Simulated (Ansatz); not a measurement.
```yaml
atoms:
  - { symbol: C, position_ang: [-0.1955, -0.0378, -0.5818] }
  - { symbol: O, position_ang: [0.4530, -0.8841, -0.0024] }
  - { symbol: S, position_ang: [-1.2154, -1.5428, 0.1683] }
```

Geometry: PBE0-D3(BJ)/def2-SVP.

All numbers below come from isolated molecule in a Gaussian basis; Kohn-Sham density functional theory, functional PBE0 (Ansatz 0.2.0).

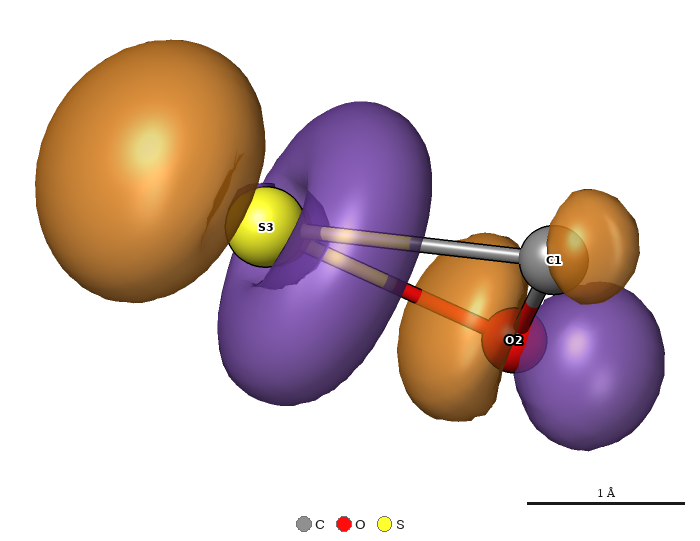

COS (SMILES [C]1=[S+]O1) (charge +1, doublet). One frontier orbital at ±0.2 Å⁻³ᐟ² (orange and purple are the two phases), seen at an oblique angle.

Which orbital is it: HOMO (α) or LUMO (α)?

Answer. The LUMO (α), at −10.52 eV. By Hirshfeld shares it lies mainly on S3 (about 65 %), O2 (about 25 %) and C1 (about 10 %); it is symmetric in the molecular plane (an in-plane orbital: σ, lone-pair or in-plane π type).
